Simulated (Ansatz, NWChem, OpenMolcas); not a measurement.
# How basis sets differ on Si2H5OF (SMILES O[SiH](F)[SiH3])

Si2H5OF: 9 atoms, total charge 0, spin state singlet. As SMILES, `O[SiH](F)[SiH3]`. Geometry: relaxed at PBE0-D4/def2-TZVP. This is one conformer, not always the lowest.

Quantity: the HOMO–LUMO gap, in eV. The values are calculated.

```tsv
level	kind	program	value (eV)
HF/ANO-R0 (sfX2C)	Hartree–Fock	OpenMolcas	14.47
HF/STO-3G	Hartree–Fock	OpenMolcas	19.03
HF/3-21G	Hartree–Fock	NWChem	14.93
HF/6-31G* (spherical functions)	Hartree–Fock	Ansatz	14.62
HF/ANO-RCC-VDZP (DKH2, RICD fitting)	Hartree–Fock	OpenMolcas	13.59
```

The values span 13.59 to 19.03 eV. A Hartree–Fock LUMO above zero doesn't converge with the basis: it sinks as sets grow more diffuse. Orbital gaps aren't excitation energies.

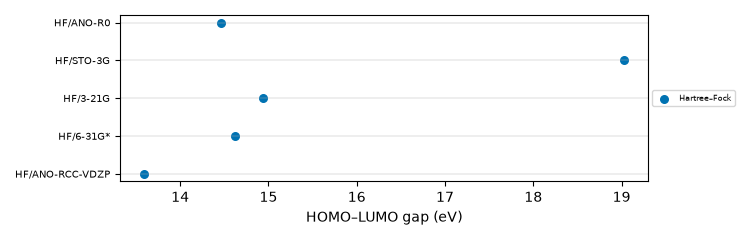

The values of the table, level by level.
